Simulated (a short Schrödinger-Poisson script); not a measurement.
System: gated Al0.4Ga0.6As/GaAs modulation-doped gas, at 20 K.

| layer | material | thickness (nm) | Nd (cm⁻³) | Na (cm⁻³) |
|---|---|---|---|---|
| 1 | Al0.4Ga0.6As | 30 | - | - |
| 2 | Al0.4Ga0.6As | 20 | 2.3e18 | - |
| 3 | Al0.4Ga0.6As | 5 | - | - |
| 4 | GaAs | 6000 | - | 2e14 |

Constants are typed, rounded textbook-type inputs, not results; the design itself was drawn at random and stands for no fabricated device. Al0.4Ga0.6As: permittivity 11.76, conduction-band edge (eV) 0.316, gap (eV) 1.923, electron mass (mₑ) 0.1002, Nv at 300 K (cm⁻³) 9e18. GaAs: permittivity 12.9, conduction-band edge (eV) 0, gap (eV) 1.424, Nv at 300 K (cm⁻³) 9e18.

Channel valleys (confinement mass, in-plane density-of-states mass, number): Γ 0.067, 0.067, 1. At the gate the conduction-band edge of layer 1 lies 1.07 eV − eVg above the Fermi level of the channel; the field vanishes at the back. Donor level 0.02 eV below the band edge. The barrier under the gate holds no holes. Gaps are held at their typed values at every temperature. Mesh 0.08 nm at interfaces.

From a short Schrödinger-Poisson script (our own, NumPy): 1D Poisson equation in equilibrium, electrons quantum, Hartree plus LDA exchange-correlation (BenDaniel-Duke, 40 states a valley, the channel's in-plane mass for all, wave functions free to enter the barrier), parabolic valleys, classical holes, donors ionised by Fermi statistics, acceptors fully, no traps, pinning or gate leakage.

Only gate voltages with over 1e8 electrons/cm² are shown.

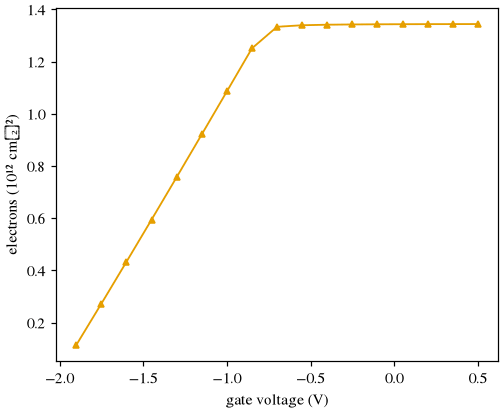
Figure. Sheet density against gate voltage

```csv
Vg (V),electrons (cm⁻²),in the channel layer,C (μF/cm²),Γ E0 (meV),Γ E1 (meV)
0.5,1.34e12,1.31e12,0.299,-44.1,-3.7
0.2,1.34e12,1.31e12,0.280,-44.1,-3.7
-0.1,1.34e12,1.31e12,0.264,-44.1,-3.7
-0.4,1.34e12,1.30e12,0.251,-44.0,-3.7
-0.7,1.33e12,1.30e12,0.235,-43.8,-3.6
-1,1.09e12,1.06e12,0.176,-36.6,-1.6
-1.3,7.57e11,7.45e11,0.174,-26.6,2.1
-1.6,4.33e11,4.29e11,0.172,-15.5,8.2
-1.9,1.14e11,1.14e11,0.168,-3.9,13.7
```

Subbands count from the Fermi level.
